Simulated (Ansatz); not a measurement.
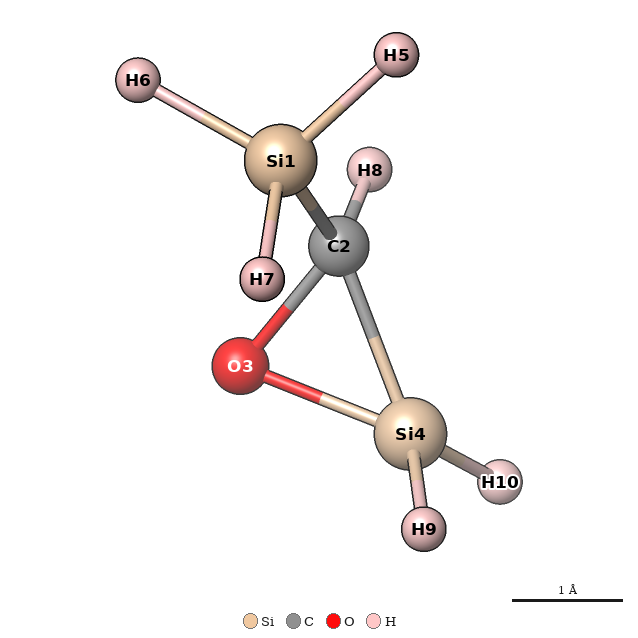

Orthographic view. Distant atoms are faded towards the background colour. The computed structure is the end point of a PBE-D4/def2-SVP optimisation. No frequency run is at hand to confirm it as a minimum.

List the bonded neighbours of every atom.

Si1: C2, H5, H6, H7
C2: Si1, O3, Si4, H8
O3: C2, Si4
Si4: C2, O3, H9, H10
H5: Si1
H6: Si1
H7: Si1
H8: C2
H9: Si4
H10: Si4
